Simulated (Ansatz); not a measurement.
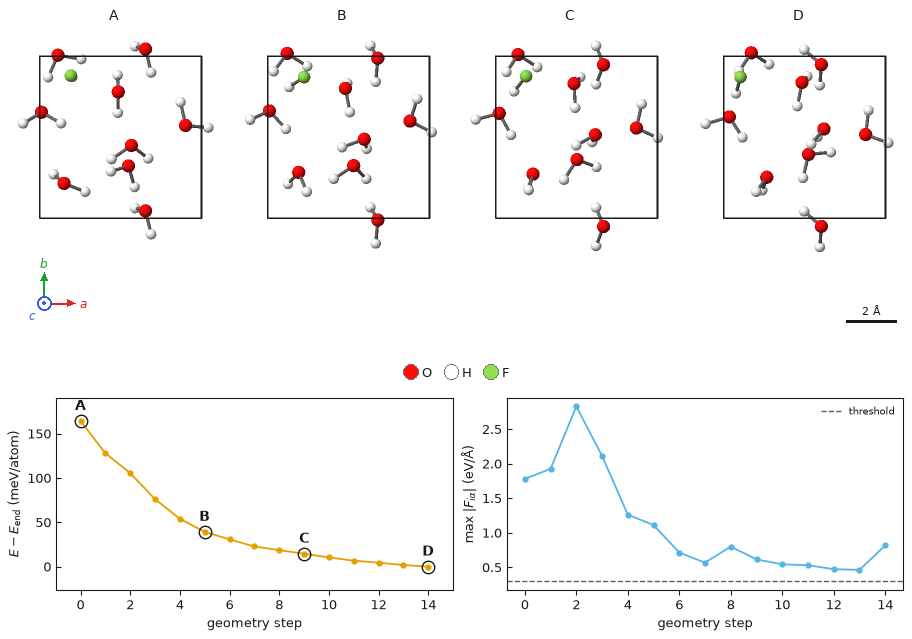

Frames of a relaxation of an amorphous cell of composition H17O8F, marked on the history of the run. A ball-and-stick model of the cell of the calculation, seen along the c axis.

The cell holds 8 H2O + 1 HF. The run prepares the start of a later molecular dynamics calculation, from a guessed geometry.

Level of theory: Ansatz, DFT PBE-D3(BJ), scalar-relativistic, plane waves, PAW.

The input:
```yaml
crystal:
  lattice:
    - [6.495065, 0.0, 0.0]
    - [0.0, 6.495065, 0.0]
    - [0.0, 0.0, 6.495065]
  atoms:
    - { symbol: O, position: [0.6540568, 0.0446463, 0.6622039] }
    - { symbol: H, position: [0.6885884, -0.1003295, 0.6674283] }
    - { symbol: H, position: [0.5895057, 0.0615731, 0.5288458] }
    - { symbol: O, position: [0.5483871, 0.3227459, 0.1297325] }
    - { symbol: H, position: [0.5861693, 0.1917754, 0.0692596] }
    - { symbol: H, position: [0.4401711, 0.288025, 0.2262803] }
    - { symbol: O, position: [0.010751, 0.6542387, 0.4082583] }
    - { symbol: H, position: [-0.1027194, 0.5847265, 0.4755655] }
    - { symbol: H, position: [0.1319262, 0.5862205, 0.4623678] }
    - { symbol: O, position: [0.1504977, 0.214412, 0.6061613] }
    - { symbol: H, position: [0.0859738, 0.270088, 0.4837906] }
    - { symbol: H, position: [0.2816616, 0.1627984, 0.5574805] }
    - { symbol: O, position: [0.9017935, 0.5723966, 0.9059859] }
    - { symbol: H, position: [0.8704232, 0.7169516, 0.8870786] }
    - { symbol: H, position: [1.042161, 0.5592844, 0.8573778] }
    - { symbol: O, position: [0.4853664, 0.7798515, 0.1279067] }
    - { symbol: H, position: [0.4811166, 0.8835219, 0.0207987] }
    - { symbol: H, position: [0.4830257, 0.6507643, 0.0532827] }
    - { symbol: O, position: [0.5665163, 0.4490504, 0.5037083] }
    - { symbol: H, position: [0.6704663, 0.3686755, 0.4331957] }
    - { symbol: H, position: [0.4440276, 0.364348, 0.495979] }
    - { symbol: O, position: [0.1123303, 1.0071241, 0.1946518] }
    - { symbol: H, position: [0.2567669, 0.9830184, 0.1664614] }
    - { symbol: H, position: [0.0515567, 0.8710099, 0.190499] }
    - { symbol: F, position: [0.1921447, 0.880338, 0.7031433] }
    - { symbol: H, position: [0.2022386, 0.8726159, 0.5599213] }
basis:
  ecutwfc: 420.0
kpoints:
  mp_grid: { grid: [1, 1, 1] }
hamiltonian:
  xc: pbe
  dispersion: d3bj
scf:
  occupations: { method: fermi_dirac, width: 0.02 }
  lower_state_search: "off"
relax:
  f_tol: 0.3
  max_steps: 15
  adjacent_minimum: "off"
```

Run as
```bash
ansatz run input.yaml --threads 1 --pin off --max-ram 3072MiB --backend cpu --events-out ev --progress --plain --runs-dir out
```

> Describe the path.

The relaxation stopped without meeting its thresholds, so the last structure isn't shown to be converged. It used up its limit of 15 steps. The energy falls by 164 meV per atom in 14 geometry steps. Largest force component: 1.8 eV/Å at the start, 0.82 eV/Å at the end. The atom that moves furthest is H5 (1.50 Å roughly along [1 3 0]). By element the largest moves are H 1.50 Å, O 0.86 Å, F 0.66 Å. The lattice vectors keep their values. Some distances before and after: F25–H26 0.934 → 1.014 Å, O10–H11 0.969 → 1.012 Å, O16–H17 0.969 → 0.997 Å, O13–H15 0.969 → 0.989 Å. Among the angles between lasting bonds that change: H11–O10–H12 104.0° → 100.5°, H5–O4–H6 104.0° → 107.5°, H20–O19–H21 104.0° → 101.8°. Cost: 25 s on 1 thread of Arm Neoverse V2 (shared host), peak memory 0.34 GiB. From step 0 to 5: H20 moves most (0.69 Å), energy −125 meV per atom. From step 5 to 9: H11 moves most (0.59 Å), energy −24.6 meV per atom. From step 9 to 14: H3 moves most (0.82 Å), energy −14.6 meV per atom.

```json
{"step": "0", "E − E(0), meV/atom": "0.00", "largest force component, eV/Å": "1.7806"}
{"step": "1", "E − E(0), meV/atom": "-36.19", "largest force component, eV/Å": "1.9258"}
{"step": "2", "E − E(0), meV/atom": "-58.77", "largest force component, eV/Å": "2.8290"}
{"step": "3", "E − E(0), meV/atom": "-88.14", "largest force component, eV/Å": "2.1147"}
{"step": "4", "E − E(0), meV/atom": "-110.31", "largest force component, eV/Å": "1.2634"}
{"step": "5", "E − E(0), meV/atom": "-125.10", "largest force component, eV/Å": "1.1134"}
{"step": "6", "E − E(0), meV/atom": "-133.53", "largest force component, eV/Å": "0.7154"}
{"step": "7", "E − E(0), meV/atom": "-141.51", "largest force component, eV/Å": "0.5691"}
{"step": "8", "E − E(0), meV/atom": "-145.60", "largest force component, eV/Å": "0.8013"}
{"step": "9", "E − E(0), meV/atom": "-149.74", "largest force component, eV/Å": "0.6160"}
{"step": "10", "E − E(0), meV/atom": "-153.88", "largest force component, eV/Å": "0.5446"}
{"step": "11", "E − E(0), meV/atom": "-157.51", "largest force component, eV/Å": "0.5317"}
{"step": "12", "E − E(0), meV/atom": "-159.79", "largest force component, eV/Å": "0.4740"}
{"step": "13", "E − E(0), meV/atom": "-162.44", "largest force component, eV/Å": "0.4649"}
{"step": "14", "E − E(0), meV/atom": "-164.30", "largest force component, eV/Å": "0.8175"}
```

Limits of the set-up: the periodic images lie only 6.5 Å apart, so the values are limited by the cell's size.
